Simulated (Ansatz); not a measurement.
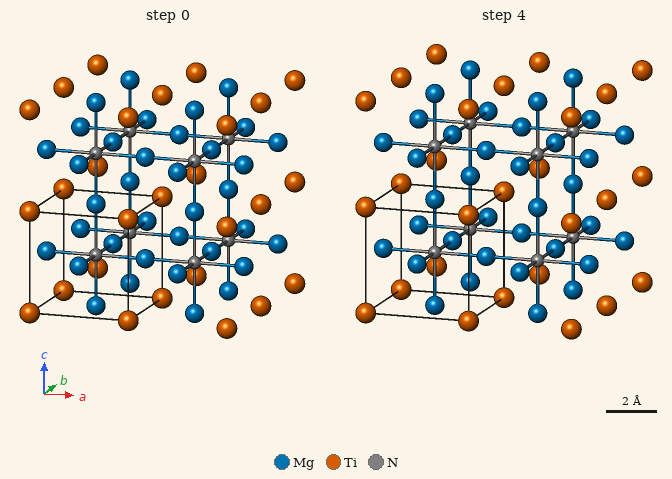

The structure of a crystal of Mg$_{3}$TiN (a generated structure, set up in Pm-3m) (coarse preliminary run) before (left) and after (right) a relaxation, at one scale.

A ball-and-stick model of the cell of the calculation, repeated 2 × 2 × 2 with one cell outlined, seen slightly off an axis.

Method: DFT PBE, scalar-relativistic, plane waves, PAW (Ansatz).

Input
```yaml
crystal:
  lattice:
    - [4.1782191, 0.0, 0.0]
    - [0.0, 4.1782191, 0.0]
    - [0.0, 0.0, 4.1782191]
  atoms:
    - { symbol: Mg, position: [0.5, 0.5, 0.0] }
    - { symbol: Mg, position: [0.0, 0.5, 0.5] }
    - { symbol: Mg, position: [0.5, 0.0, 0.5] }
    - { symbol: Ti, position: [0.0, 0.0, 0.0], spin: 1.0 }
    - { symbol: "N", position: [0.5, 0.5, 0.5] }
basis:
  ecutwfc: 420
kpoints:
  mp_grid: { grid: [4, 4, 4] }
hamiltonian:
  xc: pbe
scf:
  occupations: { method: gaussian, width: 0.1 }
  lower_state_search: "off"
output:
  forces: true
  stress: true
  eigenvalues: true
  populations: true
magnetization:
  spin_polarized: true
relax:
  adjacent_minimum: "off"
  f_tol: 0.04
  max_steps: 70
  cell: { stress_tol: 0.4 }
```

Command:
```bash
ansatz run input.yaml --threads 1 --pin off --max-ram 2560MiB --backend cpu --events-out ev --progress --plain --runs-dir out
```

> Describe what moved and what it gained.

The atoms keep their places relative to the cell (all moves are under 0.005 Å). The volume changes by +13.5 %, with a = b = c 4.178 → 4.358 Å (+4.3 %). Some distances before and after: Mg1–Ti4 2.954 → 3.081 Å, Mg1–N5 2.089 → 2.179 Å. The space group stays Pm-3m (No. 221). The energy falls by 69.2 meV per atom in 3 accepted moves (4 points after the start). All forces vanish by symmetry, so only the cell relaxes. The pressure goes from 12.22 to 0.25 GPa. The SCF was repeated once at an unchanged geometry on a basis and grid sized afresh for the cell, which shifted the energy by 2.6 meV per atom at most. The program noted that the starting moments weren't kept. The run may lie on a higher electronic state than the lowest, so the end point isn't shown to be the ground-state structure.

Limits of the set-up: the k-point mesh is coarse for a cell with partly filled bands.
